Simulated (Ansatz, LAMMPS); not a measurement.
**Structural relaxation of amorphous 64SiO2-25Y2O3-11Al2O3 (mol %) (164 atoms)**

Wanted: the relaxed structure of amorphous 64SiO2-25Y2O3-11Al2O3 (mol %) (164 atoms) and its electronic structure.

Program: Ansatz 0.2.0. Level of theory: Kohn-Sham DFT, RPBE, PAW (set soft_2), plane waves. Results are calculated unless marked as measured.

**1. The starting structure**

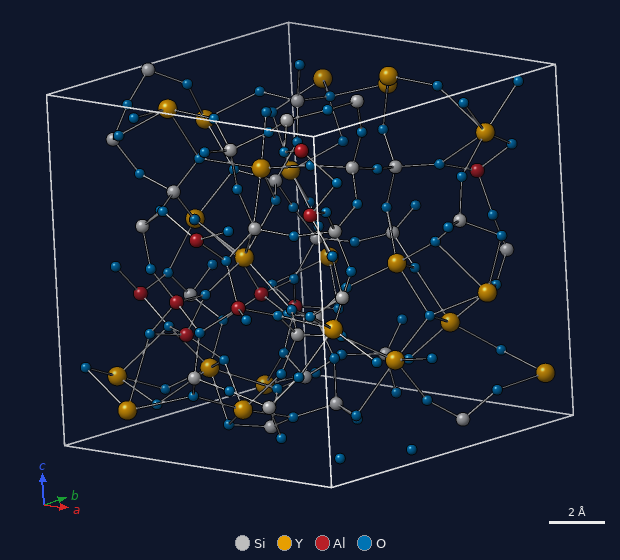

Start, viewed slightly off an axis; silicon light grey, yttrium orange, aluminium red, oxygen blue. Bonds to atoms that aren't drawn are left out.

The cell holds 164 atoms: 28 Si, 22 Y, 10 Al and 104 O. Cell: a = 13.202 Å, b = 13.202 Å, c = 13.202 Å, α = 90.0°, β = 90.0°, γ = 90.0°. 164 atoms (28 Si, 22 Er, 10 Al, 104 O) placed at random at 4.5 g/cm³, melted at 5000 K for 10 ps at fixed volume with the Morse and Coulomb pair potential with partial charges (Pedone, Malavasi, Menziani, Cormack and Segre, J. Phys. Chem. B 110, 11780 (2006)). Quenched from 5000 K to 300 K at 10 K/ps and fixed volume, held 10 ps at zero pressure, then minimised at fixed cell. Then Er was replaced by Y and the cell scaled by 1.01 (the potential has no terms for the new elements, so the cell is a start for a DFT relaxation).

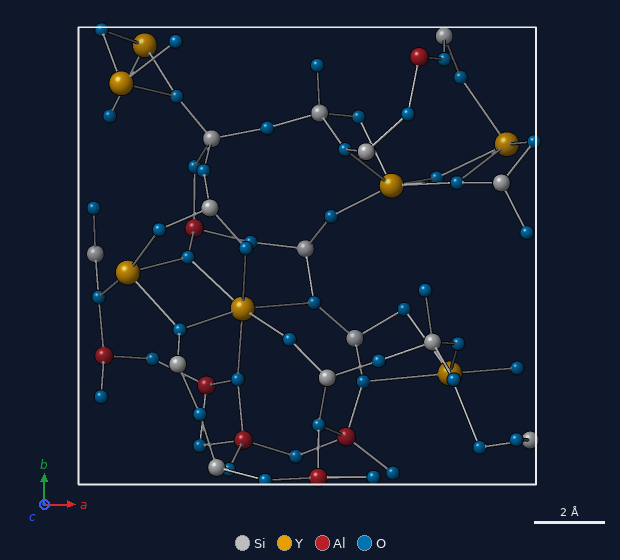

A slice 6 Å thick through the middle of the cell.

Limits known from the start: The quench rate of 10 K/ps is many orders above laboratory rates, so the cell is likely richer in defects and strain than a real sample. The starting topology of bonds comes from the classical model. Only the Γ point is sampled, in a cell whose shortest periodic width is 13 Å.

**2. Making the structure**

A classical potential makes the cell, at a small fraction of what the same run would cost in DFT.

This step: classical MD, Morse and Coulomb pair potential with partial charges (Pedone, Malavasi, Menziani, Cormack and Segre, J. Phys. Chem. B 110, 11780 (2006)) (LAMMPS 22 Jul 2025 - Update 4).

The input, in.lmp:

```
# melt-quench of Si28Er22Al10O104
units metal
atom_style charge
boundary p p p
region box block 0 13.3129 0 13.3129 0 13.3129
create_box 4 box
mass 1 28.0850   # Si
mass 2 167.2590   # Er
mass 3 26.9815   # Al
mass 4 15.9990   # O
create_atoms 1 random 28 422297 NULL overlap 1.5 maxtry 2000
create_atoms 2 random 22 422304 NULL overlap 1.5 maxtry 2000
create_atoms 3 random 10 422311 NULL overlap 1.5 maxtry 2000
create_atoms 4 random 104 422318 NULL overlap 1.5 maxtry 2000
pair_style hybrid/overlay pedone 5.5 coul/long 8.0
pair_coeff * * coul/long
pair_coeff 1 4 pedone 0.340554 2.006700 2.100000 1   # Si-O
pair_coeff 2 4 pedone 0.040448 2.294078 2.837722 3   # Er-O
pair_coeff 3 4 pedone 0.361581 1.900442 2.164818 0.9   # Al-O
pair_coeff 4 4 pedone 0.042395 1.379316 3.618701 22   # O-O
set type 1 charge 2.4
set type 2 charge 1.8
set type 3 charge 1.8
set type 4 charge -1.2
kspace_style pppm 1.0e-4
neigh_modify delay 0 every 1 check yes
thermo_style custom step time temp pe press density
thermo_modify norm yes
timestep 0.002
thermo 100
min_style cg
minimize 1e-4 1e-4 200 2000
reset_timestep 0
velocity all create 5000 422298 mom yes dist gaussian
# [... 14 lines left out ...]
thermo 1666
fix md all npt temp 300 300 0.2 iso 0 0 2
run 5000 post no
unfix md
thermo 100
min_style cg
minimize 0 1e-3 2000 20000
write_dump all custom glass.dump id type xs ys zs modify sort id
```

Command:

```sh
$ lmp -in in.lmp -log none -nocite
```

Numbers of over 12 decimals in the logs are rounded to 6 here.

The program printed:

```text
LAMMPS (22 Jul 2025 - Update 4)
Created orthogonal box = (0 0 0) to (13.3129 13.3129 13.3129)
Created 28 atoms
Created 22 atoms
Created 10 atoms
Created 104 atoms
PPPM initialization ...
  G vector (1/distance) = 0.38455075
  grid = 15 15 15
  estimated relative force accuracy = 5.1709142e-05
   Step          Time           Temp          PotEng         Press         Density
         0   0              0             -3.7964293      609466.98      4.5039826
       100   0.2            0             -14.579017     -18439.179      4.5039826
Loop time of 0.104013 s on 1 MPI rank(s) for 100 steps with 164 atoms
Minimization stats:
  Stopping criterion = energy tolerance
[... 37 lines left out ...]
    244902   489.804        280.68781     -14.736243     -10374.277      4.7131486
    246000   492            321.0441      -14.737333     -5244.6052      4.7585918
Loop time of 4.30433 s on 1 MPI rank(s) for 5000 steps with 164 atoms
   Step          Time           Temp          PotEng         Press         Density
    246000   492            321.0441      -14.737336     -5246.28        4.7585918
    246014   492.028        321.0441      -14.775011     -1726.8723      4.7585918
Loop time of 0.0456882 s on 1 MPI rank(s) for 14 steps with 164 atoms
Minimization stats:
  Stopping criterion = linesearch alpha is zero
  Energy initial, next-to-last, final =
     -14.7373357757508  -14.7750108917374  -14.7750108917374
  Force two-norm initial, final = 16.550718 0.76184093
  Iterations, force evaluations = 14 61
```

Elapsed: 2.7 min, on 1 thread of Arm Neoverse V2, shared host; peak memory 0.072 GiB.

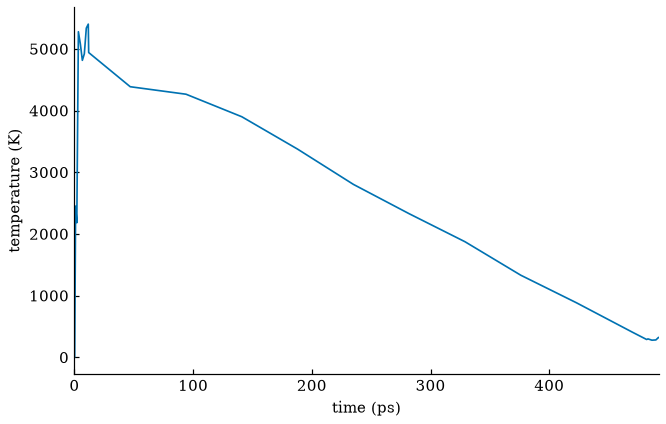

Temperature, plotted against time.

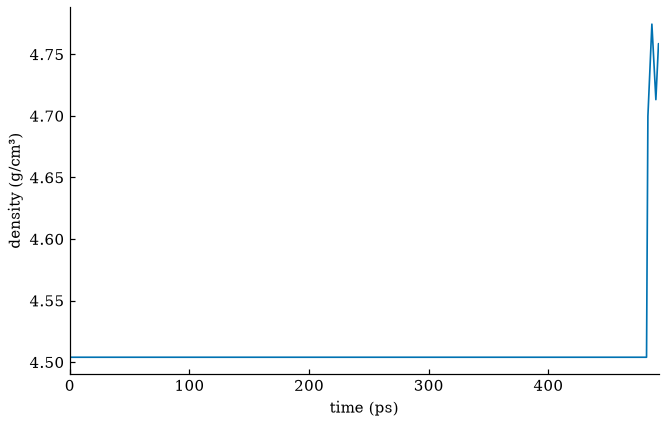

Density, plotted against time.

**3. Single point at the start**

A single point comes first, to see the forces before anything moves.

The input, input.yaml:

```yaml
crystal:
  lattice:
    - [13.20181, 0.0, 0.0]
    - [0.0, 13.20181, 0.0]
    - [0.0, 0.0, 13.20181]
  atoms:
    - { symbol: Si, position: [0.92464, 0.65927, 0.61618] }
    - { symbol: Si, position: [0.9873, 0.09729, 0.51946] }
    - { symbol: Si, position: [0.60416, 0.31958, 0.32244] }
    - { symbol: Si, position: [0.28724, 0.60462, 0.66442] }
    - { symbol: Si, position: [0.48493, 0.01968, 0.24647] }
    - { symbol: Si, position: [0.48172, 0.8072, 0.15232] }
    - { symbol: Si, position: [0.72525, 0.19061, 0.97458] }
    - { symbol: Si, position: [0.77383, 0.3113, 0.63893] }
    - { symbol: Si, position: [0.03684, 0.50389, 0.33061] }
    - { symbol: Si, position: [0.527, 0.812, 0.50247] }
    - { symbol: Si, position: [0.57662, 0.49329, 0.08679] }
    - { symbol: Si, position: [0.52854, 0.16669, 0.87097] }
    - { symbol: Si, position: [0.54361, 0.23335, 0.63486] }
    - { symbol: Si, position: [0.85443, 0.70628, 0.03133] }
    - { symbol: Si, position: [0.36757, 0.44895, 0.00487] }
    - { symbol: Si, position: [0.79942, 0.98019, 0.45207] }
    - { symbol: Si, position: [0.68745, 0.48828, 0.77379] }
    - { symbol: Si, position: [0.01768, 0.39958, 0.99091] }
    - { symbol: Si, position: [0.29089, 0.75596, 0.47039] }
    - { symbol: Si, position: [0.62875, 0.72751, 0.71982] }
    - { symbol: Si, position: [0.27882, 0.71976, 0.86783] }
    - { symbol: Si, position: [0.21684, 0.26298, 0.69487] }
    - { symbol: Si, position: [0.3018, 0.03719, 0.65405] }
    - { symbol: Si, position: [0.78214, 0.41931, 0.98879] }
    - { symbol: Si, position: [0.71828, 0.06589, 0.18081] }
    - { symbol: Si, position: [0.49602, 0.51548, 0.31874] }
    - { symbol: Si, position: [0.31431, 0.65488, 0.09822] }
    - { symbol: Si, position: [0.04982, 0.20751, 0.83611] }
    - { symbol: "Y", position: [0.68434, 0.65333, 0.46686] }
    - { symbol: "Y", position: [0.16006, 0.9556, 0.86836] }
    - { symbol: "Y", position: [0.2695, 0.19956, 0.95118] }
    - { symbol: "Y", position: [0.35872, 0.38461, 0.49973] }
    [... 126 atom lines left out ...]
    - { symbol: O, position: [0.26506, 0.08465, 0.33333] }
    - { symbol: O, position: [0.37635, 0.5297, 0.30974] }
    - { symbol: O, position: [0.04401, 0.40973, 0.41338] }
    - { symbol: O, position: [0.93934, 0.10571, 0.05383] }
    - { symbol: O, position: [0.6217, 0.22619, 0.92147] }
    - { symbol: O, position: [0.7119, 0.38335, 0.31777] }
kpoints:
  mp_grid: { grid: [1, 1, 1] }
hamiltonian:
  xc: rpbe
scf:
  occupations: { method: gaussian, width: 0.05 }
output:
  forces: true
  stress: true
  populations: true
  dos:
    method: { smearing: { sigma: 0.08 } }
    de: 0.1
    projected: { site_lists: { Al: [Al], O: [O], Si: [Si], "Y": ["Y"] } }
  eigenvalues: true
```

Command:

```sh
$ ansatz run input.yaml --threads 4 --pin off --max-ram 8192MiB --backend cpu --events-out ev --progress --plain --runs-dir out
```

The program printed:

```text
Engine: ansatz 0.2.0, aarch64-unknown-linux-gnu
Pseudopotentials: kind: paw
Pseudopotential: Si, paw, valence charge 4, recommended cutoff 420 eV (normal), Si.paw.azcp
Pseudopotential: Y, paw, valence charge 11, recommended cutoff 420 eV (normal), Y.paw.azcp
Pseudopotential: Al, paw, valence charge 3, recommended cutoff 420 eV (normal), Al.paw.azcp
Pseudopotential: O, paw, valence charge 6, recommended cutoff 420 eV (normal), O.paw.azcp
Functional definition: RPBE
  parameter kappa = 0.804
  parameter beta = 0.066725
  exchange = rpbe_x(kappa = kappa, mu = beta*pi^2/3)
  correlation = pbe_c(beta = beta)
Crystal: 164 atoms, lattice volume = 2300.914 Å³
Basis set: ecut = 420 eV, 45025 PW (Γ), exchange–correlation on 180×180×180 points (8 copies of the dense FFT grid, shifted against one another)
Bands: 668, of which v1, the nominal top of the filled ones, is band 504 counted from 1 (503 counted from 0)
Symmetry: 1 space group operations
Space group: P1 (ITA 1), of the structure as read, at distance tolerance 1.3e-4 Å
k-points: 1
Non-local potential: Si, projectors of the file, l = 0: 2, l = 1: 2, l = 2: 2
Non-local potential: Y, projectors of the file, l = 0: 3, l = 1: 2, l = 2: 2, l = 3: 1
Non-local potential: Al, projectors of the file, l = 0: 2, l = 1: 2, l = 2: 1
Non-local potential: O, projectors of the file, l = 0: 2, l = 1: 2, l = 2: 1
PAW form: soft (Blöchl's): semilocal exchange-correlation on the pseudo side does not see the compensation charge
PAW frozen core: Si, regenerated for the run's functional, and the local potential with it (the file was generated under x = pbe(κ = 0.804, μ = 0.219515), c = pbe(β = 0.066725))
PAW frozen core: Y, regenerated for the run's functional, and the local potential with it (the file was generated under x = pbe(κ = 0.804, μ = 0.219515), c = pbe(β = 0.066725))
PAW frozen core: Al, regenerated for the run's functional, and the local potential with it (the file was generated under x = pbe(κ = 0.804, μ = 0.219515), c = pbe(β = 0.066725))
PAW frozen core: O, regenerated for the run's functional, and the local potential with it (the file was generated under x = pbe(κ = 0.804, μ = 0.219515), c = pbe(β = 0.066725))
PAW one-centre angular grid: Si, 110 points (default); XC on 64 Gauss nodes
PAW one-centre angular grid: Y, 590 points (default); XC on 64 Gauss nodes
PAW one-centre angular grid: Al, 110 points (default); XC on 64 Gauss nodes
PAW one-centre angular grid: O, 110 points (default); XC on 64 Gauss nodes
Initial density: superposition of atomic densities (neutral atoms: chi_scale 0, normalization atom), corrected by the library's trained network
Initial wavefunctions: pseudopotential atomic-orbital guess
Functional: x = rpbe, c = pbe(β = 0.066725)
SCF iter   1: F=—  HF=-167537.592263 eV  |F-HF|=—  |Δ(HF+E_count)|=         —  Δρ=4.73e-3  dr2=6.09e-1  ethr=1.77e-3  ⟨swp⟩=6.0  Hψ=2779  notcnv=0  defer=31
preconditioner: auto → Resta (q_TF=auto, 2.378 Å⁻¹)  ε∞=3.4  [insulator: Δε(μ)=3.664 eV  Ē_g=15.563 eV  σ=0.050 eV  W_gap=1.00  n_scr=484 (ndim 8)  ℏωp=24.0 eV  f_vac=0.108  D(μ)=0.00/eV (n_scr^D=0)  ε∞_Penn≈3.4]
SCF iter   2: F=—  HF=-167537.518380 eV  |F-HF|=—  |Δ(HF+E_count)|=   7.39e-2  Δρ=2.47e-3  dr2=9.46e-2  ethr=6.04e-5  ⟨swp⟩=2.0  Hψ=1090  notcnv=0  defer=151
SCF iter   3: F=—  HF=-167537.521002 eV  |F-HF|=—  |Δ(HF+E_count)|=   2.62e-3  Δρ=1.10e-3  dr2=3.32e-2  ethr=9.39e-6  ⟨swp⟩=2.0  Hψ=824  notcnv=0  defer=151
SCF iter   4: F=—  HF=-167537.525226 eV  |F-HF|=—  |Δ(HF+E_count)|=   4.22e-3  Δρ=4.48e-4  dr2=4.38e-3  ethr=3.29e-6  ⟨swp⟩=2.0  Hψ=832  notcnv=0  defer=151
SCF iter   5: F=—  HF=-167537.525257 eV  |F-HF|=—  |Δ(HF+E_count)|=   3.11e-5  Δρ=1.89e-4  dr2=8.33e-4  ethr=4.35e-7  ⟨swp⟩=2.0  Hψ=832  notcnv=0  defer=151
SCF iter   6: F=—  HF=-167537.525762 eV  |F-HF|=—  |Δ(HF+E_count)|=   5.06e-4  Δρ=8.62e-5  dr2=1.75e-4  ethr=8.26e-8  ⟨swp⟩=2.0  Hψ=832  notcnv=0  defer=151
SCF iter   7: F=—  HF=-167537.525855 eV  |F-HF|=—  |Δ(HF+E_count)|=   9.32e-5  Δρ=2.97e-5  dr2=2.30e-5  ethr=1.74e-8  ⟨swp⟩=2.0  Hψ=924  notcnv=0  defer=151
SCF iter   8: F=—  HF=-167537.526293 eV  |F-HF|=—  |Δ(HF+E_count)|=   4.38e-4  Δρ=1.33e-5  dr2=3.68e-6  ethr=2.28e-9  ⟨swp⟩=2.0  Hψ=1171  notcnv=0  defer=156
SCF iter   9: F=—  HF=-167537.526299 eV  |F-HF|=—  |Δ(HF+E_count)|=   5.90e-6  Δρ=9.22e-6  dr2=1.69e-6  ethr=3.65e-10  ⟨swp⟩=2.0  Hψ=925  notcnv=0  defer=156
SCF iter  10: F=—  HF=-167537.526299 eV  |F-HF|=—  |Δ(HF+E_count)|=   2.56e-7  Δρ=2.49e-6  dr2=1.51e-7  ethr=1.67e-10  ⟨swp⟩=2.0  Hψ=922  notcnv=0  defer=156
SCF iter  11: F=-167537.526300 eV  HF=-167537.526300 eV  |F-HF|=1.09e-8  |Δ(HF+E_count)|=   1.67e-7  Δρ=1.32e-6  dr2=3.80e-8  ethr=9.92e-12  ⟨swp⟩=13.0  Hψ=3393  notcnv=0
SCF 1 converged in 11 iterations: F = -167537.526300 eV  dr2 = 3.80e-8
  greatest PAW one-centre occupation: 0.994 electrons in one spin orbital (limit 2), on the Y atom at site 30 (counted from 0), in its partial waves of l = 0
SCF converged after 11 iterations
Free energy (F): -167537.526300 eV
Harris-Foulkes:  -167537.526300 eV  (|F-HF|=1.09e-8)
Internal energy: -167537.526300 eV  (E = F + TS)
E sigma→0 (E₀):  -167537.526300 eV
Fermi energy:    7.263685 eV
--- Per-component energies (eV) ---
  E_band       = -5006.650691
  E_kinetic    = 26759.243304
  E_local      = -65574.683735  (includes V_loc(G=0)·N_el)
  E_nonlocal   = 6727.118011
  E_hartree    = 24000.384419
  E_xc         = -13603.786140
  E_vxc        = -15939.161802  (∫ρ·V_xc dr)
  E_paw        = -98084.646498  (= ΣΔE_a)
  E_vpaw       = -4980.197320  (= ΣTr[D̂ρ^β])
  E_aug_tail   = 0.260217  (compensation charges beyond the density's cutoff)
  E_ewald      = -47756.815926
  E_core_change = -4.599953  (= ΣΔE_core)
  E_smearing   = -0.000000  (= −TS)
  E_closure    = 0.000000  (closes the sum)
  Σ components = -167537.526300   (vs F -167537.526300, Δ=0.00e0)
--- Forces (eV/Å), atoms counted from 1 ---
  atom   1  Si     0.81653287     0.21560390     0.01795689
  atom   2  Si    -1.16008306    -0.41836508    -0.27531920
  atom   3  Si    -0.09497088     0.78242432    -0.01711728
  atom   4  Si    -0.87125928     0.24418670    -0.02670391
  atom   5  Si     1.16496051     0.40315355    -1.02909059
  atom   6  Si     0.69641605     0.74497566    -1.22539107
  atom   7  Si    -0.51559827    -0.40432312     0.52069994
  atom   8  Si    -0.67022726    -0.52601971     0.37620765
  atom   9  Si     0.79288755     0.29089011     0.44005199
  atom  10  Si     0.28913327    -0.07496853     1.49013405
  atom  11  Si    -1.02966033     0.51699823     0.16627919
  atom  12  Si     0.20640014    -0.32796034     0.03734645
  atom  13  Si     1.17254357    -0.30689572     0.84766221
  atom  14  Si     0.45377375     0.55223469     0.02446749
[...]
atom 163  O     -0.00026549     1.15972932     0.11522800
  atom 164  O      1.00490433     0.31701764     0.02579942
  max |Σ_I F_I| component: 4.22e-5 eV/Å
--- Stress (GPa, compression-positive) ---
        4.488751       0.677137       1.596416
        0.677135       4.440059       0.267767
        1.596416       0.267765       4.164094
  P = ⅓ Tr σ = 4.3643 GPa (43.643 kbar)
--- Band table (eV) ---
  k-point 0: bands = ["-36.4274", "-36.3394", "-36.3185", "-36.2791", [... 652 levels ...], "14.0831", "14.1225", "14.1370", "14.1858", "14.2118", "14.2357", "14.2497", "14.2570", "14.2970", "14.3015", "14.3355", "14.3845"]
--- Löwdin populations: 164 sites ---
  site symbol       q [e]
     0     Si      2.3196
     1     Si      2.2677
     2     Si      2.2950
[...]
163      O      6.8076
  spilling = 0.008747 (of n_electrons = 1008.000000)
```

Elapsed: 72 s, on 4 threads of Arm Neoverse V2, shared host; peak memory 3.9 GiB.

In the SCF lines HF is the Harris–Foulkes energy and dr2 the Hartree energy of the density residual, in eV; the loop may stop once dr2 is under the threshold and the program's other checks hold. Hψ counts applications of the Hamiltonian.

Read from the output:

* free energy: -167537.5263 eV
* free energy per atom: -1021.5703 eV/atom
* SCF cycles: 11
* pressure: 4.364 GPa
* r.m.s. force component: 0.7382 eV/Å
* longest force: 3.066 eV/Å
* Fermi energy: 7.264 eV
* gap (highest filled to lowest empty level): 3.518 eV
* spilling of the projection: 0.008747

The r.m.s. force component of 0.74 eV/Å and the pressure of 4.4 GPa set the starting point.

Neighbours are counted within 2.12 Å (O-Si), 3.00 Å (O-Y), 2.23 Å (O-Al).

Length of the force by element and coordination:

```tsv
element	coordination	atoms	mean length of the force (eV/Å)	spread	least	most
Al	all	10	1.05	0.651	0.396	2.23
O	all	104	1.18	0.550	0.188	3.07
O	2	41	1.27	0.685	0.188	3.07
O	3	54	1.18	0.393	0.229	2.10
O	4	9	0.804	0.500	0.292	1.80
Si	all	28	1.26	0.525	0.389	2.60
Y	all	22	0.922	0.495	0.218	2.46
Y	5	7	0.900	0.321	0.526	1.45
Y	6	12	1.07	0.538	0.447	2.46
Y	7	3	0.377	0.113	0.218	0.477
```

(Part 1 of 3 ends here.)

[Logs are printed without paths, hosts, clocks, repeated set-up lines and the standing remarks that a program may print on its own settings, such as how far it seeks lower states.]

[Hosts, paths, dates, database ids (printed as entryN), source tags and the programs' standing remarks are cut or masked in the printed files.]
